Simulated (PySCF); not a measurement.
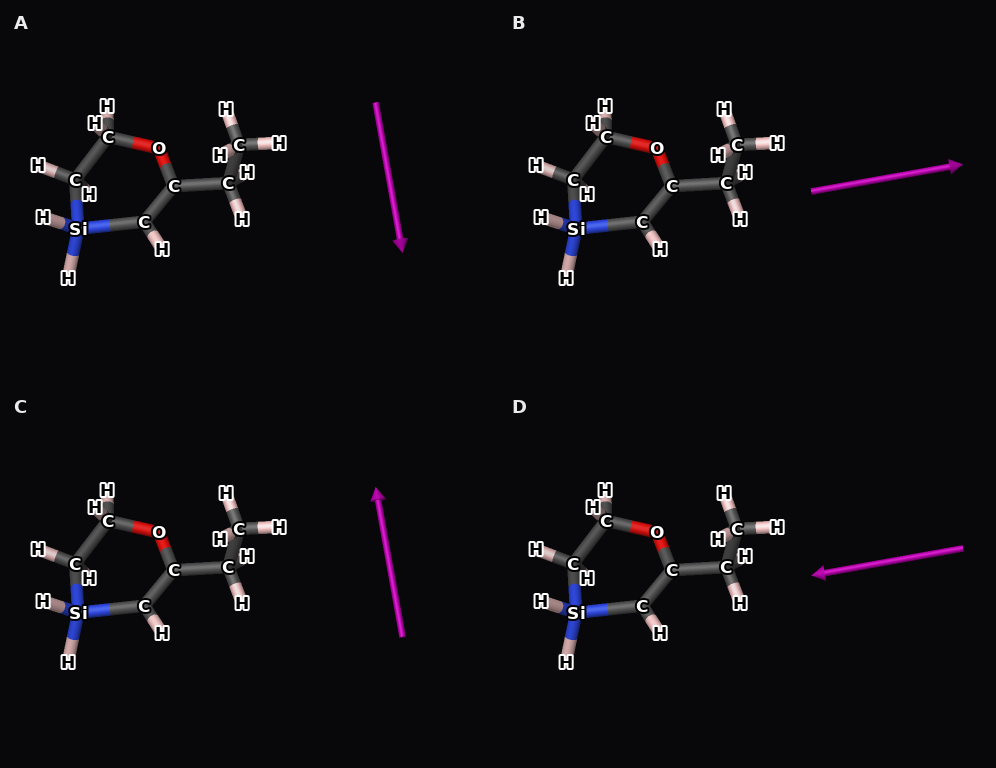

The same molecule four times, each with an arrow. The geometry was computed by an optimisation with GFN2-xTB. No frequency run is at hand to confirm it as a minimum. Properties computed with PBE0/pcSseg-1, gas phase (PySCF 2.14.0).

> Which arrow points along the dipole moment, from the negative to the positive end?

C. The dipole moment is 0.51 D.

The geometry is semi-empirical. Around Si such bond lengths and angles can be off by a tenth of an ångström or more and by several degrees, and values that hang on the shape move with them.
